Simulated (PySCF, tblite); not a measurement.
**C₅H₈NSi radical: geometry, infrared bands and EPR parameters**

Wanted: the infrared bands and EPR parameters of C₅H₈NSi radical (`[SiH3]N[C]1C=CC=C1`), by calculation.

Programs: tblite 0.8.0 and PySCF 2.14.0, with density-fitted response routines of our own. Each step states its level of theory. These are calculated values for one molecule in the gas phase, unless marked as measured. Atoms count from 0, in the outputs and in this text.

**1. The starting structure**

15 atoms, charge 0, multiplicity 2; geometry from: force field or distance geometry start.

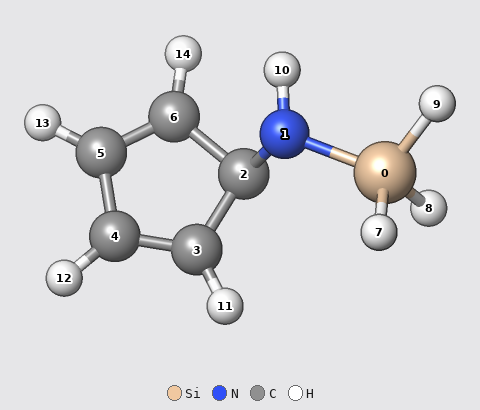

As it starts; silicon light orange, nitrogen blue, carbon grey, hydrogen white, atoms numbered.

**2. Geometry optimisation with GFN2-xTB**

What the job is given:

```
{"job": {"kind": "relax", "xc": "GFN2-xTB", "basis": "xTB"}, "charge": 0, "multiplicity": 2}
Si     2.441500    -0.700300    -0.302100
N      1.001000    -0.079300     0.526100
C      0.009400     0.496200    -0.327000
C     -0.950200    -0.515700    -0.863600
C     -2.161600    -0.345100    -0.316500
C     -2.112100     0.802300     0.583300
C     -0.882600     1.289800     0.583500
H      2.300200    -2.147900    -0.498500
H      2.752700    -0.037700    -1.549900
H      3.622200    -0.525000     0.575800
H      1.198300     0.627200     1.275700
H     -0.689700    -1.300200    -1.562900
H     -3.069900    -0.911900    -0.486600
H     -2.917500     1.211000     1.173300
H     -0.546100     2.144600     1.167500
```

On the command line:

```bash
$ OMP_NUM_THREADS=1 python probes_run.py task.json out
```

This one command runs all jobs of the session in turn.

What it wrote:

```text
step      E/eV     max force
  0    -526.18680    4.241
  1    -526.55613    3.039
  2    -526.94624    1.206
  3    -527.06030    1.006
  4    -527.14709    0.874
  5    -527.23580    0.899
  6    -527.31158    0.675
  7    -527.36875    0.531
  8    -527.40231    0.469
  9    -527.44294    0.468
 10    -527.49047    0.696
 11    -527.55011    0.770
 12    -527.60084    0.602
 13    -527.63076    0.493
 14    -527.65297    0.444
 15    -527.68134    0.512
 16    -527.70956    0.480
 17    -527.73327    0.373
 18    -527.75298    0.348
 19    -527.77036    0.446
 20    -527.78072    0.395
 21    -527.78693    0.262
 22    -527.79183    0.199
 23    -527.79679    0.260
 24    -527.80142    0.241
 25    -527.80489    0.171
 26    -527.80717    0.131
 27    -527.80967    0.158
 28    -527.81193    0.134
 29    -527.81405    0.132
 30    -527.81588    0.139
 31    -527.81739    0.106
 32    -527.81861    0.079
 33    -527.81962    0.072
 34    -527.82048    0.075
 35    -527.82121    0.064
 36    -527.82179    0.059
 37    -527.82229    0.069
 38    -527.82280    0.060
 39    -527.82343    0.074
 40    -527.82429    0.079
 41    -527.82542    0.100
 42    -527.82670    0.100
 43    -527.82783    0.072
 44    -527.82868    0.067
 45    -527.82943    0.064
 46    -527.83026    0.093
 47    -527.83107    0.081
 48    -527.83159    0.041
 49    -527.83183    0.033
 50    -527.83197    0.032
 51    -527.83211    0.038
 52    -527.83230    0.038
 53    -527.83255    0.036
 54    -527.83287    0.048
 55    -527.83324    0.049
 56    -527.83363    0.045
 57    -527.83407    0.075
 58    -527.83464    0.093
 59    -527.83543    0.091
 60    -527.83642    0.084
 61    -527.83744    0.077
 62    -527.83837    0.078
 63    -527.83931    0.096
 64    -527.84031    0.082
 65    -527.84121    0.061
 66    -527.84196    0.070
 67    -527.84253    0.080
 68    -527.84340    0.096
 69    -527.84425    0.077
 70    -527.84549    0.044
 71    -527.84565    0.029
 72    -527.84582    0.027
 73    -527.84590    0.024
 74    -527.84604    0.022
 75    -527.84613    0.021
 76    -527.84618    0.013
 77    -527.84619    0.011
 78    -527.84620    0.010
```

Run time: 0.39 s. Hardware: 1 thread of Arm Neoverse V2, shared host.

Step by step: (not every step is listed)

| step | energy from step 0 (eV) | largest force (eV/Å) |
| --- | --- | --- |
| 0 | 0.0000 | 4.2411 |
| 1 | -0.3693 | 3.0390 |
| 2 | -0.7594 | 1.2061 |
| 3 | -0.8735 | 1.0060 |
| 4 | -0.9603 | 0.8739 |
| 5 | -1.0490 | 0.8989 |
| 6 | -1.1248 | 0.6753 |
| 7 | -1.1820 | 0.5306 |
| 8 | -1.2155 | 0.4688 |
| 14 | -1.4662 | 0.4439 |
| 20 | -1.5939 | 0.3952 |
| 26 | -1.6204 | 0.1315 |
| 32 | -1.6318 | 0.0795 |
| 38 | -1.6360 | 0.0601 |
| 44 | -1.6419 | 0.0672 |
| 50 | -1.6452 | 0.0316 |
| 56 | -1.6468 | 0.0448 |
| 62 | -1.6516 | 0.0776 |
| 68 | -1.6566 | 0.0957 |
| 73 | -1.6591 | 0.0245 |
| 74 | -1.6592 | 0.0218 |
| 75 | -1.6593 | 0.0209 |
| 76 | -1.6594 | 0.0127 |
| 77 | -1.6594 | 0.0112 |
| 78 | -1.6594 | 0.0100 |

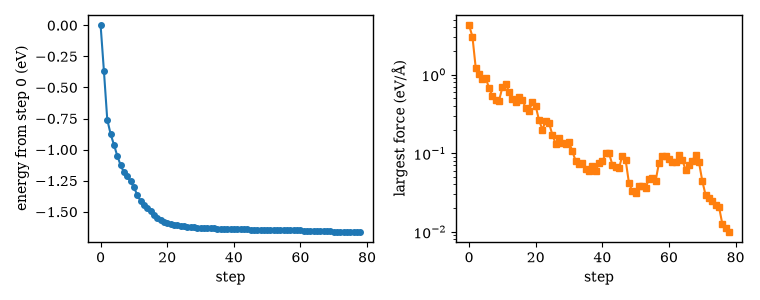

Energy and largest force along the relaxation.

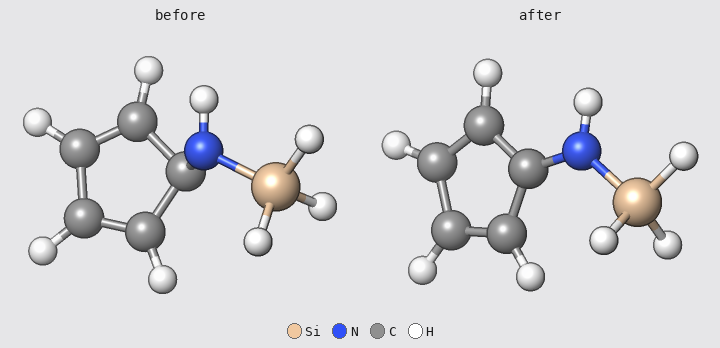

Before and after, at one scale.

Distances of close pairs at the start and the end, largest changes first:

| bond | before (Å) | after (Å) | change (Å) |
| --- | --- | --- | --- |
| C2–C6 | 1.501 | 1.426 | -0.076 |
| N1–C2 | 1.429 | 1.353 | -0.076 |
| C2–C3 | 1.494 | 1.425 | -0.069 |
| C5–C6 | 1.323 | 1.365 | +0.043 |
| N1–H10 | 1.049 | 1.010 | -0.039 |
| Si0–N1 | 1.774 | 1.743 | -0.031 |
| C3–C4 | 1.340 | 1.365 | +0.025 |
| Si0–H9 | 1.482 | 1.461 | -0.021 |

The final coordinates are the input of the step that follows.

**3. Infrared spectrum with GFN2-xTB**

What the job is given:

```
{"job": {"kind": "ir", "xc": "GFN2-xTB", "basis": "xTB"}, "charge": 0, "multiplicity": 2}
Si     2.425421    -0.759684    -0.412471
N      1.271810     0.247479     0.419034
C     -0.070904     0.265182     0.250192
C     -0.817193    -0.550392    -0.648781
C     -2.133684    -0.217306    -0.508614
C     -2.240383     0.819331     0.486277
C     -0.986932     1.108710     0.944105
H      2.138068    -2.166070    -0.131592
H      2.353385    -0.492099    -1.848944
H      3.694912    -0.332221     0.170575
H      1.593882     0.909419     1.110906
H     -0.393143    -1.286966    -1.304557
H     -2.965185    -0.643460    -1.039132
H     -3.161446     1.274165     0.800779
H     -0.713021     1.831902     1.690313
```

What it wrote:

```text
mode    cm-1     km/mol
  1      83.1      0.49
  2     122.7      0.88
  3     148.2      0.33
  4     252.3      3.25
  5     369.5      6.70
  6     464.2     74.52
  7     520.2     32.44
  8     546.2     40.31
  9     589.0     12.34
 10     599.6      1.85
 11     674.9     54.76
 12     748.6    104.05
 13     758.0      4.15
 14     760.0     79.36
 15     764.8     80.97
 16     793.1    207.81
 17     799.2    308.21
 18     805.2      1.47
 19     808.3      0.73
 20     843.7    122.59
 21     970.8     25.01
 22    1073.3     25.44
 23    1084.0      6.21
 24    1088.2      2.04
 25    1134.1     32.85
 26    1225.8      3.75
 27    1300.2     31.94
 28    1338.0     16.46
 29    1459.2    130.36
 30    1524.8     17.65
 31    1554.2    158.64
 32    2256.0    372.14
 33    2272.7    160.47
 34    2285.5    279.46
 35    3125.8     13.12
 36    3131.1     40.66
 37    3140.3    103.44
 38    3148.6     29.14
 39    3422.8      2.99
```

Wall time 0.36 s (1 thread of Arm Neoverse V2, shared host).

The strongest bands and the atoms that carry them (share of the mass-weighted mode):

| cm⁻¹ | km/mol | atoms |
| --- | --- | --- |
| 793 | 207.8 | H7 35 %, H8 32 %, H9 27 % |
| 799 | 308.2 | H8 40 %, H7 39 %, H9 14 % |
| 844 | 122.6 | N1 34 %, Si0 21 %, C3 10 % |
| 1459 | 130.4 | C4 23 %, C5 19 %, C2 16 %, C3 16 % |
| 1554 | 158.6 | C2 48 %, C3 15 %, N1 15 %, C6 11 % |
| 2256 | 372.1 | H8 55 %, H7 41 % |
| 2273 | 160.5 | H7 56 %, H8 42 % |
| 2286 | 279.5 | H9 96 % |

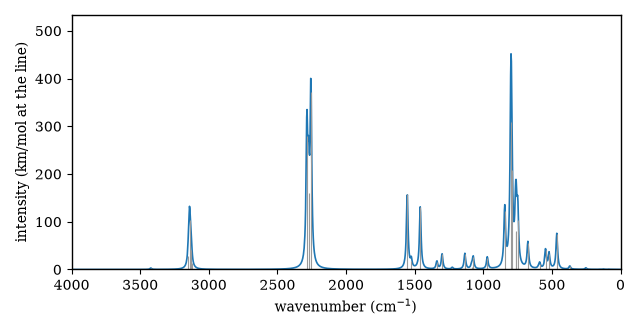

The infrared spectrum from these modes, unscaled. Lines are broadened to a width of 14 cm⁻¹ (Lorentzian).

**4. EPR parameters: B3LYP/pcH-1**

The job, as its differences from that of step 3:

```diff
@@ -1,2 +1,2 @@
-{"job": {"kind": "ir", "xc": "GFN2-xTB", "basis": "xTB"}, "charge": 0, "multiplicity": 2}
+{"job": {"kind": "epr", "basis": "pcH-1"}, "charge": 0, "multiplicity": 2}
 Si     2.425421    -0.759684    -0.412471
```

Level: UKS B3LYP, pcH-1 on C H N Si, non-relativistic, mean-field spin-orbit, GIAO.

What it wrote:

```text
UKS, coarse grid
  cycle   1  E = -539.50819219  |g| = 3.70e-01
  cycle   2  E = -539.47600447  |g| = 4.43e-01
  cycle   3  E = -539.57585297  |g| = 7.66e-02
  cycle   4  E = -539.57746098  |g| = 5.28e-02
  cycle   5  E = -539.57887990  |g| = 5.47e-03
  cycle   6  E = -539.57890472  |g| = 2.62e-03
  cycle   7  E = -539.57891061  |g| = 2.09e-03
  cycle   8  E = -539.57891406  |g| = 4.96e-04
UKS, final grid
  cycle   1  E = -539.57889742  |g| = 6.39e-04
  cycle   2  E = -539.57889715  |g| = 1.06e-03
  cycle   3  E = -539.57889766  |g| = 9.80e-05
  cycle   4  E = -539.57889767  |g| = 9.04e-05
  cycle   5  E = -539.57889768  |g| = 4.55e-05
  cycle   6  E = -539.57889768  |g| = 1.11e-05
E = -539.57889768 Eh   <S^2> = 0.7559 (exact 0.7500)
g shifts (ppm)      1          2          3
  rmc          -160       -160       -160
  gc              0         40         27
  oz_so          -7        350       1199
  total        -167        230       1066
hyperfine (MHz)  atom isotope    a_iso     a_fc   dipolar eigenvalues
    0  29Si       8.02       8.02     -1.04      0.35      0.70
    1   14N       6.05       6.08     -9.93     -9.51     19.44
    2   13C      22.96      22.99    -33.19    -31.91     65.11
    3   13C     -16.79     -16.79     -0.91     -0.53      1.44
    4   13C      12.81      12.84    -22.35    -21.18     43.53
    5   13C       9.94       9.97    -20.31    -19.21     39.53
    6   13C     -14.67     -14.67     -2.46     -1.88      4.34
    7    1H      12.81      12.81     -1.61     -1.25      2.86
    8    1H      12.62      12.62     -1.62     -1.25      2.88
    9    1H      -1.80      -1.80     -1.88     -1.29      3.17
   10    1H     -13.64     -13.65    -10.37     -4.26     14.63
   11    1H      -1.93      -1.93     -3.27     -2.11      5.39
   12    1H     -19.24     -19.25    -11.95     -1.75     13.70
   13    1H     -17.61     -17.62    -11.05     -1.89     12.95
   14    1H      -3.02      -3.02     -3.27     -2.79      6.06
```

Wall time 57 s (1 thread of Arm Neoverse V2, shared host); peak memory 0.97 GiB.

Principal g values 2.00215, 2.00255, 2.00339; g(iso) = 2.00270, against 2.00232 for a free electron.

Mean a(iso) over the nuclei that a row names, and the largest dipolar term of the row (other rows stand at the frozen geometry):

| nuclei | isotope | a(iso) (MHz) | a(iso) (G, at g = 2.0023) | largest dipolar term (MHz) |
| --- | --- | --- | --- | --- |
| C2 | 13C | 23.0 | 8.2 | 65.1 |
| H12, H13 | 1H | -18.4 | -6.6 | 13.7 |
| C3, C6 | 13C | -15.7 | -5.6 | 4.3 |
| H10 | 1H | -13.6 | -4.9 | 14.6 |
| C4, C5 | 13C | 11.4 | 4.1 | 43.5 |
| Si0 | 29Si | 8.0 | 2.9 | -1.0 |
| H7, H8, H9 | 1H | 7.9 | 2.8 | 3.2 |
| N1 | 14N | 6.1 | 2.2 | 19.4 |
| H11, H14 | 1H | -2.5 | -0.9 | 6.1 |

Mulliken spin populations:

Si0 0.00; N1 0.16; C2 0.38; C3 -0.03; C4 0.27; C5 0.24; C6 -0.01; H7 0.01; H8 0.01; H9 0.00; H10 -0.01; H11 0.00; H12 -0.01; H13 -0.01; H14 0.00

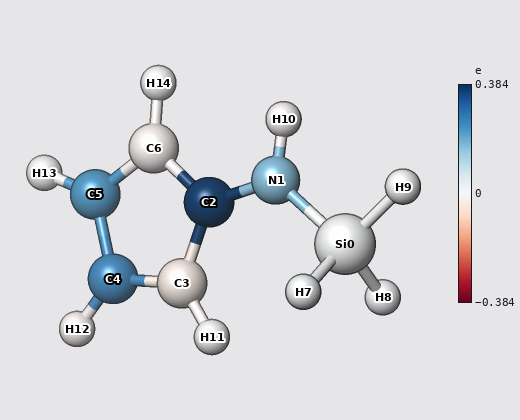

Mulliken spin populations, as colours on the atoms.

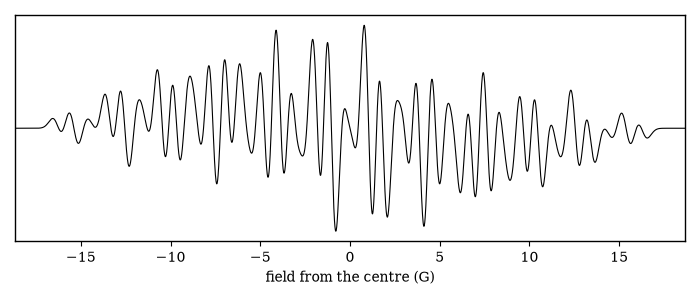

First-order isotropic spectrum (first derivative, main isotopes with spin only, couplings over 0.8 MHz, Gaussian width 0.3 G; couplings of the frozen geometry, rotation of groups not averaged beyond the rows shown).

The fields below are evaluated on a grid from the run's orbitals.

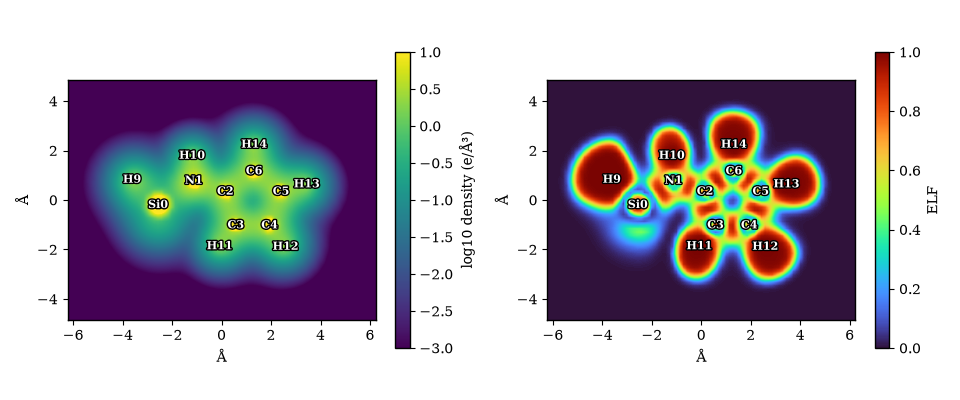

Density (left) and ELF (right) in a plane through or near 13 of the atoms.

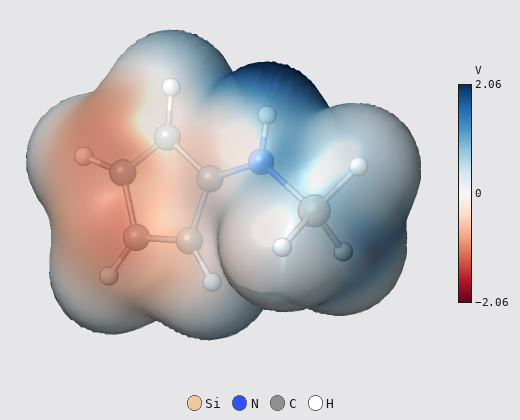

The potential that a unit positive charge feels on the 0.002 e/bohr³ surface, from -1.07 V near C3 to 2.06 V near H10.

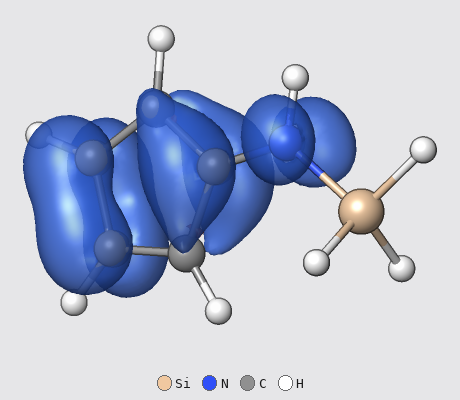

Spin density at ±0.02 e/Å³ (alpha excess blue, beta excess red).

**5. Outcome**

| quantity | value |
| --- | --- |
| strongest single infrared mode (GFN2-xTB) | 2256 cm⁻¹, 372 km/mol |
| zero-point energy (GFN2-xTB) | 68.6 kcal/mol |
| g(iso) (B3LYP) | 2.00270 |
| ⟨S²⟩ | 0.756 (exact 0.75) |
| largest a(iso) (averaged by class) | 13C on C2, 23.0 MHz |
| potential on the surface of density 0.002 e/bohr³, 1st and 99th percentile | -1.07 V and 2.06 V |

Over 78 steps the energy fell by 1.659 eV; of the close pairs, C2–C6 changed most, 1.501 to 1.426 Å. All 39 modes are real, so the xTB geometry is a minimum. The strongest single mode, at 2256 cm⁻¹, moves mainly H8 and H7. GFN2-xTB is a fitted tight-binding method: band positions and strengths are rough. Its intensities can rank the bands wrongly. The largest share of the spin, 0.38 e, sits on C2. The isotropic g lies 0.4 ppt above the free-electron value. The conformer search found further structures of the same energy, which may be mirror or relabelled copies of this one.
